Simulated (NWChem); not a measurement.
**InH3 (SMILES [InH3]): B3LYP/def2-SVPD (core potential)**

Aim: the vertical ionisation energy of InH3 at B3LYP/def2-SVPD (core potential), from 2 runs. 

The results are computed with NWChem 7.3.0.

4 further runs of the same task are left out: 1 that didn't finish, 3 set aside as unsound or not needed.

## 1. The structure to begin with

The species is InH3 (4 atoms), meant as a singlet with charge 0. As SMILES, `[InH3]`. Geometry: relaxed at PBE0-D4/def2-TZVP.

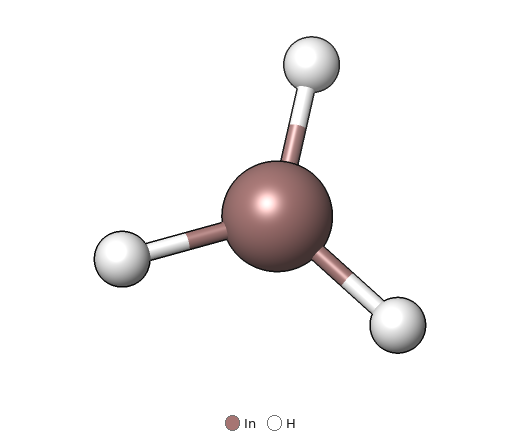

The structure, seen from a chosen angle (indium brown, hydrogen white).

## 2. A single-point energy at B3LYP/def2-SVPD (core potential)

The input, mol.nw:

```
start mol
title "H3In energy"
memory stack 880 mb heap 220 mb global 1100 mb
charge 0
geometry units angstrom noautosym nocenter noautoz
  In    0.013900   -0.015100   -0.005100
  H     0.415500    1.516000    0.678200
  H    -1.095600   -0.107300   -1.321400
  H     0.721800   -1.454000    0.628000
end
basis "ao basis" spherical bse
  * library def2-SVPD
end
ecp bse
  In library def2-SVPD
end
dft
  xc b3lyp
  grid fine
  convergence energy 1e-08
  maxiter 100
  mulliken
  print low
end
task dft energy
```

The run is started by

```bash
$ nwchem mol.nw > mol.out
```

Output:

```text
[...]
 d= 0,ls=0.0,diis     1   -191.9425078593 -2.12D+02  1.31D-02  5.09D-02     0.4
[...]
 d= 0,ls=0.0,diis     6   -191.9551844655 -7.32D-09  8.01D-07  8.23D-10     1.8
         Total DFT energy =     -191.955184465495
      One electron energy =     -375.870149303952
           Coulomb energy =      181.889707089220
    Exchange-Corr. energy =      -17.843596781020
 Nuclear repulsion energy =       19.868854530256
[...]
      Total Density - Mulliken Population Analysis
     ---------------------------------------------
    Atom       Charge   Shell Charges
 -----------   ------   -------------------------------------------------------
    1 In  21    21.06  -0.60  2.60  1.02  0.38 -0.00  2.79  3.22  1.20  0.39  9.61  0.44  0.01
    2 H    1     0.98   0.69  0.29  0.01 -0.01
    3 H    1     0.98   0.69  0.29  0.01 -0.01
    4 H    1     0.98   0.69  0.29  0.01 -0.01
[...]
```

It took 2.3 s on 1 thread of AMD EPYC 9R45 (Zen 5), shared host; peak memory 0.12 GiB.

## 3. The doublet cation

The input, a.nw:

```
start a
title "H3In energy"
memory total 2200 mb
charge 1

geometry units angstrom noautosym nocenter noautoz
  In       0.013900      -0.015100      -0.005100
  H        0.415500       1.516000       0.678200
  H       -1.095600      -0.107300      -1.321400
  H        0.721800      -1.454000       0.628000
end

basis spherical bse
  * library def2-SVPD
end

ecp bse
  In library def2-SVPD
end

dft
  xc b3lyp
  mult 2
  grid fine
  convergence energy 1e-08
  maxiter 100
  mulliken
  print low
end

task dft energy
```

The run is started by

```bash
$ nwchem a.nw > a.out
```

Output:

```text
[...]
 d= 0,ls=0.0,diis     1   -191.4738301494 -2.11D+02  1.44D-02  2.25D-01     0.6
[...]
 d= 0,ls=0.5,diis    27   -191.5656957070 -8.67D-09  6.41D-07  6.76D-08    11.2
[...]
         Total DFT energy =     -191.565695734782
      One electron energy =     -369.209592443327
           Coulomb energy =      175.343163923171
    Exchange-Corr. energy =      -17.568121744882
 Nuclear repulsion energy =       19.868854530256
[...]
      Total Density - Mulliken Population Analysis
     ---------------------------------------------
    Atom       Charge   Shell Charges
 -----------   ------   -------------------------------------------------------
    1 In  21    20.52  -0.60  2.60  1.13  0.27 -0.01  2.78  3.23  0.97  0.12  9.62  0.41 -0.00
    2 H    1     0.76   0.59  0.17  0.01 -0.01
    3 H    1     0.89   0.65  0.23  0.01 -0.01
    4 H    1     0.83   0.62  0.20  0.01 -0.01
[...]
      <S2> =      0.7712 (Exact =     0.7500)
[...]
```

It took 12 s on 1 thread of AMD EPYC 9R45 (Zen 5), shared host; peak memory 0.12 GiB.

## 4. Results

Level: B3LYP/def2-SVPD (core potential).

```
                                          quantity          value
                        singlet InH3: total energy  -191.95518 Eh
                      doublet cation: total energy  -191.56570 Eh
                              doublet cation: ⟨S²⟩          0.771
vertical ionisation energy (to the doublet cation)      10.599 eV
```

In words: Removing an electron at fixed nuclei costs 10.60 eV (1023 kJ/mol).
